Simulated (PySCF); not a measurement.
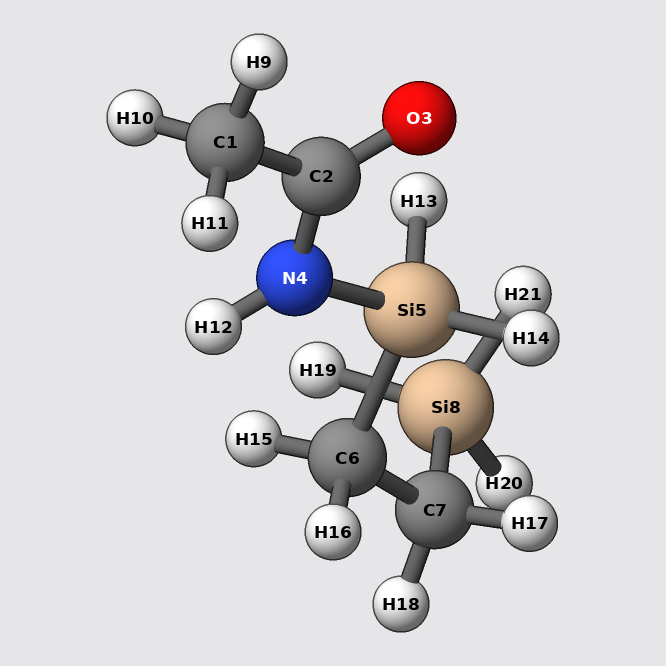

The computed structure is the end point of a GFN2-xTB optimisation. No frequency run is at hand to confirm it as a minimum. Level of theory: GIAO PBE0/pcSseg-1 NMR shielding, non-relativistic, gas phase (PySCF 2.14.0). Principal shieldings σ11 ≤ σ22 ≤ σ33, span Ω = σ33 − σ11, skew κ = 3(σiso − σ22)/Ω.

Give the shielding tensors of the O atoms.

```json
{"atom": "O3", "σ11": "−414.2", "σ22": "−220.7", "σ33": "280.7", "σiso": "−118.1", "Ω": "694.8", "κ": "0.44"}
```

Shieldings and span in ppm.

The geometry is semi-empirical. Around Si such bond lengths and angles can be off by a tenth of an ångström or more and by several degrees, and values that hang on the shape move with them.
